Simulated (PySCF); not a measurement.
# CH4F2GeSe: electronic excitations

What electronic excitations should CH4F2GeSe (`F[CH](F)[GeH2][SeH]`) show?

The runs use PySCF 2.14.0, with density-fitted response routines of our own; the level of theory stands in each step. All values are computed, except where a source is named. Atoms are numbered from 0 throughout.

### 1 Starting geometry

9 atoms, charge 0, multiplicity 1; geometry from: GFN2-xTB.

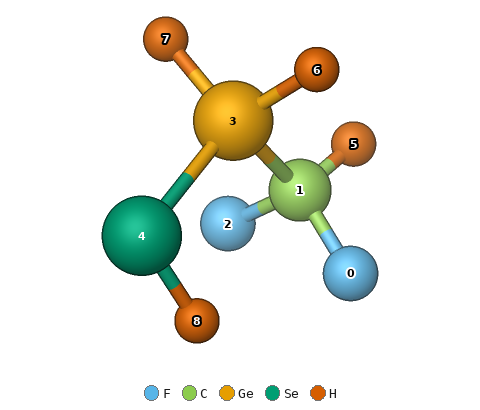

As it starts; fluorine blue, carbon green, germanium amber, selenium teal, hydrogen orange, atoms numbered.

### 2 TDDFT and polarisability: B3LYP/def2-SVPD

Job settings and geometry (Å):

```
{"job": {"kind": "uv", "xc": "B3LYP", "basis": "def2-SVPD", "nstates": 8, "ntriplets": 3}, "charge": 0, "multiplicity": 1}
F     -0.655715     1.472423     0.859243
C     -1.081503     0.328532     0.257895
F     -1.655335     0.699183    -0.914344
Ge     0.502461    -0.864182    -0.119820
Se     2.168290     0.322578    -1.198954
H     -1.864105    -0.104926     0.890627
H      0.946009    -1.434026     1.212379
H      0.003558    -2.006458    -0.970164
H      1.649901     1.592870    -0.760325
```

With the program's defaults for keys left out, this is: TDDFT B3LYP/def2-SVPD, vertical, gas phase, core orbitals frozen in the response.

Started as:

```bash
$ OMP_NUM_THREADS=1 python probes_run.py task.json out
```

This one command runs all jobs of the session in turn.

The log of the run:

```text
coarse grid: 40416 points
cycle   1  E = -4718.0376613269  dE = -1.010e+00  |g| = 7.446e-01  |ddm| = 3.522e+00
cycle   2  E = -4717.9153530567  dE =  1.223e-01  |g| = 1.137e+00  |ddm| = 1.395e+00
cycle   3  E = -4718.1220700786  dE = -2.067e-01  |g| = 1.040e-01  |ddm| = 8.825e-01
cycle   4  E = -4718.1233887715  dE = -1.319e-03  |g| = 2.787e-02  |ddm| = 8.447e-02
cycle   5  E = -4718.1234708748  dE = -8.210e-05  |g| = 7.031e-03  |ddm| = 2.339e-02
cycle   6  E = -4718.1234774930  dE = -6.618e-06  |g| = 1.654e-03  |ddm| = 9.620e-03
final grid: 82016 points
cycle   7  E = -4718.1234493165  dE =  2.902e-07  |g| = 2.083e-03  |ddm| = 5.762e-03
cycle   8  E = -4718.1234486347  dE =  6.818e-07  |g| = 2.804e-03  |ddm| = 6.297e-03
cycle   9  E = -4718.1234503154  dE = -1.681e-06  |g| = 1.808e-04  |ddm| = 3.473e-03
cycle  10  E = -4718.1234503195  dE = -4.098e-09  |g| = 2.001e-05  |ddm| = 1.534e-04
cycle  11  E = -4718.1234503195  dE = -4.002e-11  |g| = 8.761e-06  |ddm| = 1.958e-05
converged SCF energy = -4718.1234503195

Static polarisability (au): isotropic 74.681, principal 65.017 70.668 88.358

Singlet excitations
state   eV       nm        f      main configurations
  1   4.9386    251.1   0.01355   H->L 0.91
  2   5.3195    233.1   0.01384   H->L+1 0.91, H->L 0.08
  3   6.0824    203.8   0.01214   H->L+2 0.96
  4   6.6948    185.2   0.03409   H-1->L 0.77, H->L+3 0.15
  5   6.7951    182.5   0.01257   H->L+3 0.47, H->L+4 0.46
  6   6.8486    181.0   0.03073   H->L+4 0.46, H->L+3 0.32, H-1->L 0.12
  7   7.1452    173.5   0.04093   H-1->L+1 0.78, H->L+5 0.09
  8   7.1903    172.4   0.01093   H->L+5 0.75, H->L+7 0.09, H-1->L+1 0.09

Triplet excitations (Tamm-Dancoff, eV): 4.5465 4.9331 5.9135
```

It took 45 s on 1 thread of Arm Neoverse N1, shared host; peak memory 0.72 GiB.

Frontier orbitals and where they lie:

```
orbital      eV                        atoms
 HOMO−3  -10.04   Ge3 40 %, H7 25 %, H6 19 %
 HOMO−2   -9.30   Se4 45 %, Ge3 25 %, H6 8 %
 HOMO−1   -8.46  C1 25 %, Se4 18 %, Ge3 18 %
   HOMO   -6.97   Se4 77 %, Ge3 11 %, H8 7 %
   LUMO   -0.93   Se4 43 %, Ge3 25 %, C1 8 %
 LUMO+1   -0.55  Se4 41 %, Ge3 21 %, H8 18 %
 LUMO+2   -0.01  Ge3 36 %, Se4 17 %, C1 12 %
```

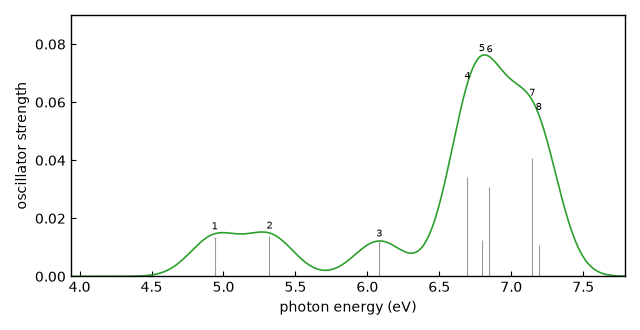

Absorption spectrum from the 8 singlet states computed; above the last one it falls off for lack of states. Lines are broadened to a width of 0.40 eV (Gaussian).

Ground-state properties from the same run:

```
           property  computed
  dipole moment (D)      1.82
polarisability (Å³)     11.07
 HOMO–LUMO gap (eV)      6.04
      −ε(HOMO) (eV)      6.97
```

### 3 Outcome

| quantity | value |
| --- | --- |
| lowest singlet (B3LYP/def2-SVPD) | 4.94 eV (251 nm), f = 0.014 |
| brightest single state of those computed | state 7, 7.15 eV, f = 0.041 |
| lowest triplet | 4.55 eV |

The first singlet state (HOMO→LUMO 0.91) lies at 4.94 eV and is weak; of the 8 states computed, the strongest absorption comes from state 7 at 7.15 eV. The lowest triplet lies 0.39 eV below the lowest singlet (triplets in Tamm-Dancoff, singlets in full TDDFT). States above −ε(HOMO) lie where TDDFT describes them poorly and they hang on the basis; the brightest is among them.
